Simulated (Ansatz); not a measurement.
## Run report: SiPH6, geometry relaxation

SiPH6, multiplicity 2, computed with UKS PBE0/def2-SVP (Ansatz 0.2.0).

The input holds or restrains some coordinates. It belongs to a series of runs on one base structure; here: pulled along the bonds that form and break, towards end A. Figures and captions count atoms from 1; the log counts them from 0 in places.

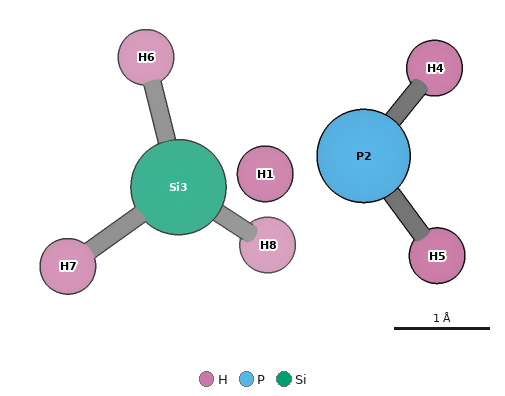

**Figure 1.** The starting structure (ball-and-stick view, seen at a tilt; atoms are numbered from 1 in the order of the input).

Input:
```yaml
crystal:
  periodic: [false, false, false]
  atoms:
    - { symbol: H, position_ang: [0.1946, -0.0565, 0.5006] }
    - { symbol: P, position_ang: [1.3895, 0.7369, 1.6236] }
    - { symbol: Si, position_ang: [-1.0174, -0.7166, -0.7607] }
    - { symbol: H, position_ang: [0.9361, 1.9561, 1.1272] }
    - { symbol: H, position_ang: [2.3254, 0.6328, 0.6001] }
    - { symbol: H, position_ang: [-2.2689, -0.0262, -0.4877] }
    - { symbol: H, position_ang: [-1.0952, -2.1525, -0.54] }
    - { symbol: H, position_ang: [-0.4641, -0.374, -2.0632] }
magnetization:
  spin_polarized: true
  initial_magnetization: 1
basis:
  gaussian: { orbitals: def2-SVP }
hamiltonian:
  xc: pbe0
relax:
  f_tol: 0.15
  max_steps: 25
  restrain:
    - { distance: [0, 2], at: 2.72, k: 30.0 }
    - { distance: [1, 0], at: 1.38, k: 30.0 }
output:
  orbitals: {}
```

Run on 2 threads of Arm Neoverse V1, 24 GiB of memory available, shared host.

Run as:
```bash
ansatz run input.yaml --threads 2 --pin off --max-ram 3072MiB --backend cpu --events-out ev --progress --plain --runs-dir out
```

The program's output:
```
The last accepted step is kept in [file] (removed where the run ends without a failure and the disk answers)
Engine: ansatz 0.2.0, aarch64-unknown-linux-gnu
Functional definition: PBE0
  parameter a = 0.25
  parameter kappa = 0.804
  parameter beta = 0.06672455060314922
  exchange = (1 - a)*pbe_x(kappa = kappa, mu = beta*pi^2/3) + a*exact_x
  correlation = pbe_c(beta = beta)
679 factors; integrals over basis functions are off by at most 3.7e-4 eV
mean field evaluation 1: about -17248.8522 eV, gradient 6.1e0 eV
mean field evaluation 2: about -17249.1163 eV, gradient 2.8e0 eV
mean field evaluation 4: about -17249.1710 eV, gradient 3.6e-1 eV
mean field evaluation 8: about -17249.1725 eV, gradient 6.6e-3 eV
mean field -17249.17247128 eV, -633.8953964106 hartree, gradient 4.0e-5 eV, S^2 0.762572; 0 other end points of the search recorded, 0 dependent functions left out
the calculation of the forces begins
reference -17249.17249521 eV, -633.8953972900 hartree; 18, 17 occupied and 48, 49 virtual orbitals, 679 factors
relax step   1: F+E_penalty+E_count = -17249.17247128 eV  Δ(F+E_penalty+E_count) = +0.000e0 eV  max|allowed force component| = 1.362e0 eV/Å  E_restraint = 13.77246606 eV  max|allowed force component, restraints' pulls added| = 2.496e1 eV/Å  Δτ_max = 0.0000 Å  (25 SCF iters, accepted)
  distance H 0 - Si 2 = 1.8696 Å
  distance P 1 - H 0 = 1.8216 Å
these checks for a lower state are left out or cut short: starts, cluster_reference, orbital_swaps, neighbouring_geometries, increment
679 factors; integrals over basis functions are off by at most 3.2e-4 eV
mean field evaluation 16: about -17249.1111 eV, gradient 8.2e-1 eV
mean field -17249.12649183 eV, -633.8937066970 hartree, gradient 5.9e-5 eV, S^2 0.757963; 0 other end points of the search recorded, 0 dependent functions left out
the calculation of the forces begins
reference -17249.12651587 eV, -633.8937075803 hartree; 18, 17 occupied and 48, 49 virtual orbitals, 679 factors
relax step   2: F+E_penalty+E_count = -17249.12649183 eV  Δ(F+E_penalty+E_count) = +4.598e-2 eV  max|allowed force component| = 9.920e-1 eV/Å  E_restraint = 4.83560452 eV  max|allowed force component, restraints' pulls added| = 1.497e1 eV/Å  Δτ_max = 0.1949 Å  (27 SCF iters, accepted)
  distance H 0 - Si 2 = 2.1866 Å
  distance P 1 - H 0 = 1.5747 Å
these checks for a lower state are left out or cut short: starts, cluster_reference, orbital_swaps, neighbouring_geometries, increment
679 factors; integrals over basis functions are off by at most 3.6e-4 eV
mean field -17249.07229172 eV, -633.8917148797 hartree, gradient 1.8e-5 eV, S^2 0.755551; 0 other end points of the search recorded, 0 dependent functions left out
the calculation of the forces begins
reference -17249.07231578 eV, -633.8917157637 hartree; 18, 17 occupied and 48, 49 virtual orbitals, 679 factors
relax step   3: F+E_penalty+E_count = -17249.07229172 eV  Δ(F+E_penalty+E_count) = +5.420e-2 eV  max|allowed force component| = 1.321e0 eV/Å  E_restraint = 0.47305048 eV  max|allowed force component, restraints' pulls added| = 3.256e0 eV/Å  Δτ_max = 0.1996 Å  (27 SCF iters, accepted)
  distance H 0 - Si 2 = 2.5436 Å
  distance P 1 - H 0 = 1.3598 Å
these checks for a lower state are left out or cut short: starts, cluster_reference, orbital_swaps, neighbouring_geometries, increment
679 factors; integrals over basis functions are off by at most 3.8e-4 eV
mean field evaluation 32: about -17249.3076 eV, gradient 1.0e-5 eV
mean field -17249.30761084 eV, -633.9003626977 hartree, gradient 1.0e-5 eV, S^2 0.754224; 0 other end points of the search recorded, 0 dependent functions left out
the calculation of the forces begins
reference -17249.30763593 eV, -633.9003636197 hartree; 18, 17 occupied and 48, 49 virtual orbitals, 679 factors
relax step   4: F+E_penalty+E_count = -17249.30761084 eV  Δ(F+E_penalty+E_count) = -2.353e-1 eV  max|allowed force component| = 4.017e-1 eV/Å  E_restraint = 0.01927650 eV  max|allowed force component, restraints' pulls added| = 4.645e-1 eV/Å  Δτ_max = 0.1996 Å  (27 SCF iters, accepted)
  distance H 0 - Si 2 = 2.7191 Å
  distance P 1 - H 0 = 1.4158 Å
these checks for a lower state are left out or cut short: starts, cluster_reference, orbital_swaps, neighbouring_geometries, increment
679 factors; integrals over basis functions are off by at most 5.5e-4 eV
mean field -17249.31893393 eV, -633.9007788136 hartree, gradient 1.0e-5 eV, S^2 0.752427; 0 other end points of the search recorded, 0 dependent functions left out
the calculation of the forces begins
reference -17249.31895922 eV, -633.9007797432 hartree; 18, 17 occupied and 48, 49 virtual orbitals, 679 factors
relax step   5: F+E_penalty+E_count = -17249.31893393 eV  Δ(F+E_penalty+E_count) = -1.132e-2 eV  max|allowed force component| = 5.847e-1 eV/Å  E_restraint = 0.01142205 eV  max|allowed force component, restraints' pulls added| = 4.372e-1 eV/Å  Δτ_max = 0.2000 Å  (27 SCF iters, accepted)
  distance H 0 - Si 2 = 2.7277 Å
  distance P 1 - H 0 = 1.4065 Å
these checks for a lower state are left out or cut short: starts, cluster_reference, orbital_swaps, neighbouring_geometries, increment
679 factors; integrals over basis functions are off by at most 4.6e-4 eV
mean field -17249.36237464 eV, -633.9023752302 hartree, gradient 8.3e-5 eV, S^2 0.752994; 0 other end points of the search recorded, 0 dependent functions left out
the calculation of the forces begins
reference -17249.36239983 eV, -633.9023761559 hartree; 18, 17 occupied and 48, 49 virtual orbitals, 679 factors
relax step   6: F+E_penalty+E_count = -17249.36237464 eV  Δ(F+E_penalty+E_count) = -4.344e-2 eV  max|allowed force component| = 5.407e-1 eV/Å  E_restraint = 0.00868021 eV  max|allowed force component, restraints' pulls added| = 1.655e-1 eV/Å  Δτ_max = 0.1146 Å  (24 SCF iters, accepted)
  distance H 0 - Si 2 = 2.7235 Å
  distance P 1 - H 0 = 1.4038 Å
these checks for a lower state are left out or cut short: starts, cluster_reference, orbital_swaps, neighbouring_geometries, increment
679 factors; integrals over basis functions are off by at most 4.6e-4 eV
mean field -17249.36896773 eV, -633.9026175218 hartree, gradient 1.9e-5 eV, S^2 0.752844; 0 other end points of the search recorded, 0 dependent functions left out
the calculation of the forces begins
reference -17249.36899293 eV, -633.9026184478 hartree; 18, 17 occupied and 48, 49 virtual orbitals, 679 factors
relax step   7: F+E_penalty+E_count = -17249.36896773 eV  Δ(F+E_penalty+E_count) = -6.593e-3 eV  max|allowed force component| = 5.159e-1 eV/Å  E_restraint = 0.00975663 eV  max|allowed force component, restraints' pulls added| = 3.335e-2 eV/Å  Δτ_max = 0.0281 Å  (24 SCF iters, accepted)
  distance H 0 - Si 2 = 2.7230 Å
  distance P 1 - H 0 = 1.4053 Å
679 factors; integrals over basis functions are off by at most 4.6e-4 eV
mean field evaluation 64: about -17249.3690 eV, gradient 9.7e-5 eV
```

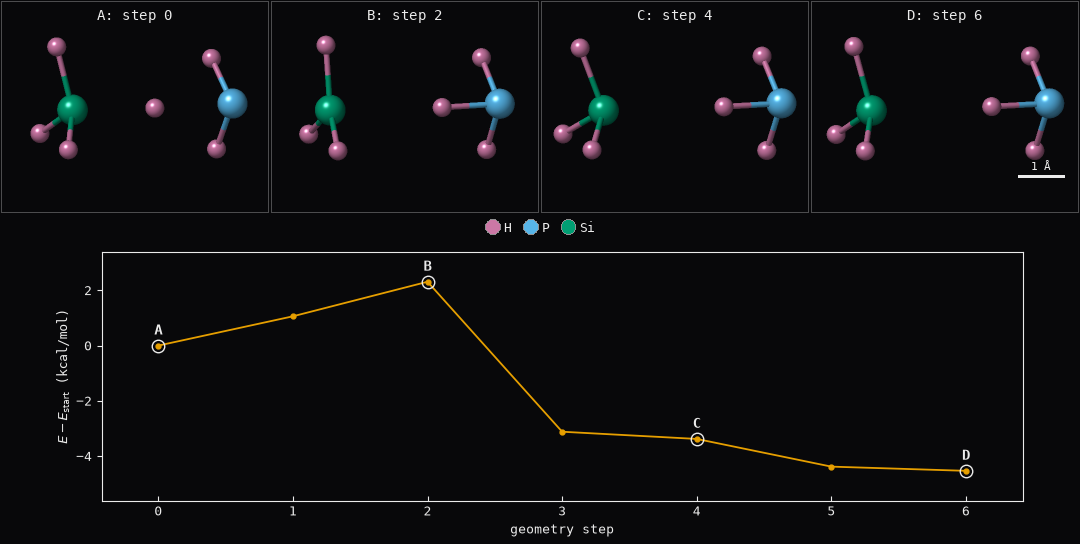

**Figure 2.** Frames of the restrained relaxation (ball-and-stick view, seen at a tilt) above the curves, on which the letters mark them (the first geometry is step 0 here and step 1 in the log).

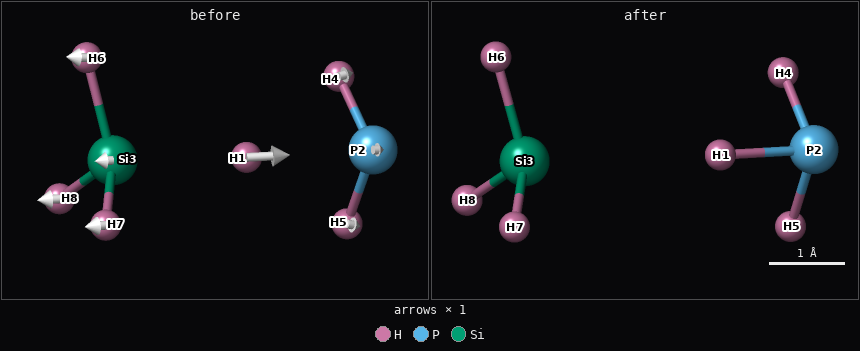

**Figure 3.** Before (left) and after (right) the restrained relaxation, at one scale (ball-and-stick view, seen at a tilt). The white arrows give the displacements, at true length. The energy falls by 4.53 kcal/mol in 6 geometry steps. The largest force component goes from 1.4 to 0.52 eV/Å. The largest move after the best rigid fit is that of H1, 0.60 Å. By element the largest moves are H 0.60 Å, Si 0.26 Å, P 0.17 Å. Among the contacts that change: H1–P2 1.822 → 1.405 Å, Si3–H7 1.455 → 1.492 Å, Si3–H6 1.455 → 1.492 Å, P2–H4 1.392 → 1.429 Å. New bonds form: H1–P2 (1.82 → 1.41 Å). (Atoms are counted from 1 in the order of the input.)

```
mean field -17249.36896773 eV, -633.9026175218 hartree, gradient 1.9e-5 eV, S^2 0.752844; 1 other end points of the search recorded, 0 dependent functions left out
the calculation of the forces begins
reference -17249.36899293 eV, -633.9026184478 hartree; 18, 17 occupied and 48, 49 virtual orbitals, 679 factors
Total energy: -17249.36899293 eV, -633.9026184478 hartree
Atom 0 at     0.549269     0.133616     0.945462 Å, force    -0.462595    -0.337683    -0.348377 eV/Å
Atom 1 at     1.510529     0.821989     1.705115 Å, force     0.515891     0.367866     0.409138 eV/Å
Atom 2 at    -1.186406    -0.827132    -0.919737 Å, force    -0.038953    -0.030127    -0.043253 eV/Å
Atom 3 at     1.067871     2.100441     1.246106 Å, force     0.000661     0.000464    -0.001725 eV/Å
Atom 4 at     2.504602     0.713684     0.684777 Å, force    -0.000212     0.001577    -0.001204 eV/Å
Atom 5 at    -2.486836    -0.143299    -0.661974 Å, force    -0.030347     0.020388     0.010506 eV/Å
Atom 6 at    -1.299047    -2.301838    -0.723873 Å, force    -0.001952    -0.033353     0.004854 eV/Å
Atom 7 at    -0.659983    -0.497462    -2.275977 Å, force     0.017508     0.010868    -0.029938 eV/Å
Dipole moment:    -0.034144     0.034980    -0.176308 e Å
```

Trajectory as extended XYZ (Å, eV, eV/Å), 7 frames, from step=1 to step=7:
```
8
Properties=species:S:1:pos:R:3:forces:R:3 step=1 energy=-17249.17247
H     0.1946   -0.0565    0.5006   -0.4679  -0.2584  -0.4179
P     1.3895    0.7369    1.6236   -0.6833  -0.8871   0.5305
Si   -1.0174   -0.7166   -0.7607    1.3619   0.7584   1.3392
H     0.9361    1.9561    1.1272   -0.3003   0.8124  -0.2457
H     2.3254    0.6328    0.6001    0.6737  -0.1043  -0.6417
H    -2.2689   -0.0262   -0.4877   -0.6539   0.2690   0.0611
H    -1.0952   -2.1525   -0.5400   -0.1072  -0.6981   0.0399
H    -0.4641   -0.3740   -2.0632    0.1770   0.1080  -0.6654
8
Properties=species:S:1:pos:R:3:forces:R:3 step=2 energy=-17249.12649
H     0.3212    0.0162    0.6297    0.4915   0.2942   0.6029
P     1.3528    0.7096    1.5965   -0.9145  -0.8800  -0.1560
Si   -1.0965   -0.7593   -0.8434    0.8140   0.4704   0.8106
H     0.9336    1.9616    1.1255   -0.1991   0.6246  -0.1012
H     2.3299    0.6317    0.5957    0.5493  -0.0790  -0.3974
H    -2.2814   -0.0217   -0.4875   -0.8859   0.3904   0.1048
H    -1.0980   -2.1658   -0.5402   -0.1359  -0.9920   0.0692
H    -0.4615   -0.3723   -2.0764    0.2805   0.1713  -0.9330
8
Properties=species:S:1:pos:R:3:forces:R:3 step=3 energy=-17249.07229
H     0.4483    0.0879    0.7659   -1.3213  -0.9776  -1.0169
P     1.3409    0.6983    1.5903    1.1948   0.7758   1.2569
Si   -1.1987   -0.8151   -0.9493    0.3064   0.2332   0.3129
H     0.9321    1.9723    1.1278   -0.0962   0.3316   0.0379
H     2.3412    0.6308    0.5928    0.3459  -0.0619  -0.1374
H    -2.3070   -0.0113   -0.4852   -0.6634   0.3372   0.1402
H    -1.1026   -2.1950   -0.5389   -0.0554  -0.8037   0.1179
H    -0.4543   -0.3680   -2.1036    0.2891   0.1653  -0.7115
8
Properties=species:S:1:pos:R:3:forces:R:3 step=4 energy=-17249.30761
H     0.5024    0.0983    0.8945   -0.2847  -0.1994  -0.2711
P     1.4656    0.7928    1.6655    0.4017   0.2851   0.3465
Si   -1.2339   -0.8449   -0.9734    0.3779   0.2059   0.3433
H     1.0261    2.0801    1.2208    0.0202  -0.0667  -0.0240
H     2.4826    0.6904    0.6636   -0.0811   0.0148   0.0076
H    -2.4446   -0.0799   -0.5851   -0.1470  -0.0690  -0.1369
H    -1.2239   -2.2910   -0.6431   -0.1419  -0.0923  -0.1396
H    -0.5743   -0.4457   -2.2428   -0.1451  -0.0784  -0.1259
8
Properties=species:S:1:pos:R:3:forces:R:3 step=5 energy=-17249.31893
H     0.5869    0.1530    0.9734   -0.4509  -0.3339  -0.3145
P     1.5457    0.8438    1.7361    0.4774   0.3512   0.3429
Si   -1.1593   -0.8136   -0.8858   -0.5847  -0.2735  -0.5766
H     1.0988    2.1183    1.2702    0.0019   0.0072   0.0110
H     2.5354    0.7354    0.7114    0.0160   0.0021   0.0101
H    -2.5202   -0.1977   -0.7280    0.1412   0.1271   0.2055
H    -1.3509   -2.2969   -0.7777    0.1792   0.0031   0.2007
H    -0.7364   -0.5422   -2.2998    0.2199   0.1168   0.1208
8
Properties=species:S:1:pos:R:3:forces:R:3 step=6 energy=-17249.36238
H     0.5449    0.1305    0.9352   -0.4872  -0.3596  -0.3673
P     1.5021    0.8148    1.7010    0.5407   0.3956   0.4111
Si   -1.1937   -0.8288   -0.9288   -0.0554  -0.0091  -0.0460
H     1.0617    2.0937    1.2406   -0.0018   0.0029   0.0098
H     2.4987    0.7111    0.6824    0.0036  -0.0059   0.0062
H    -2.4918   -0.1247   -0.6444    0.1475  -0.1225  -0.0826
H    -1.2824   -2.3113   -0.7033   -0.0321   0.1655  -0.0730
H    -0.6395   -0.4852   -2.2829   -0.1153  -0.0670   0.1418
8
Properties=species:S:1:pos:R:3:forces:R:3 step=7 energy=-17249.36897
H     0.5493    0.1336    0.9455   -0.4626  -0.3377  -0.3484
P     1.5105    0.8220    1.7051    0.5159   0.3679   0.4091
Si   -1.1864   -0.8271   -0.9197   -0.0390  -0.0301  -0.0433
H     1.0679    2.1004    1.2461    0.0007   0.0005  -0.0017
H     2.5046    0.7137    0.6848   -0.0002   0.0016  -0.0012
H    -2.4868   -0.1433   -0.6620   -0.0303   0.0204   0.0105
H    -1.2990   -2.3018   -0.7239   -0.0020  -0.0334   0.0049
H    -0.6600   -0.4975   -2.2760    0.0175   0.0109  -0.0299
```

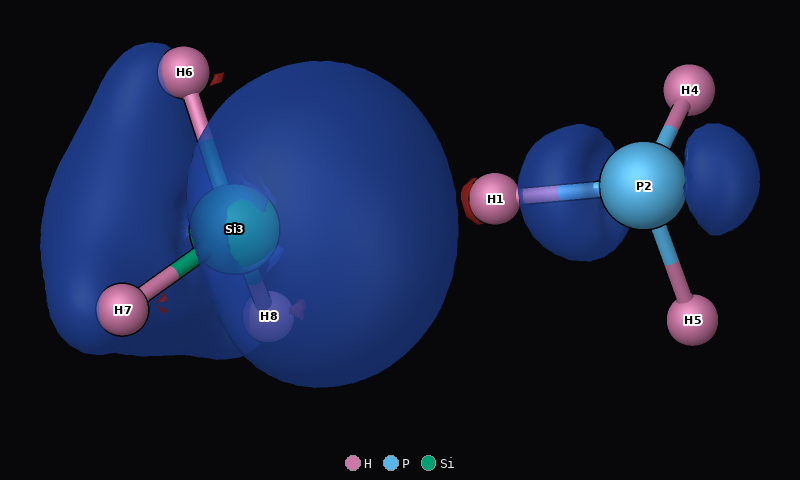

**Figure 4.** Isosurfaces of the spin density at +0.015 (blue) and −0.015 e/Å³ (red), seen at a tilt. The unpaired spin (1 electron) lies mostly on Si3 (about 0.8), in electrons by Hirshfeld's partition.

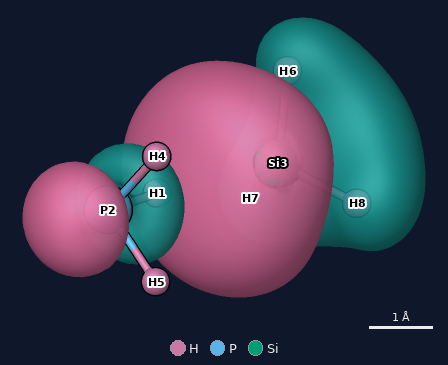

**Figure 5.** One frontier orbital at ±0.06 Å⁻³ᐟ² (teal and pink are the two phases), seen at an oblique angle. The LUMO (β), at −2.65 eV. It lies mainly on Si3 (70 %).

Key numbers:

| quantity | value |
| --- | --- |
| outcome | converged under the restraints of the input |
| total energy | −17249.3690 eV |
| mean-field energy | −17249.3690 eV |
| ⟨S²⟩ | 0.753 |
| largest force (length of the vector) at the end, held atoms and coordinates included | 0.754 eV/Å |
| wall time | 11 s (CPU time 21 s) |
| peak memory | 0.15 GiB |
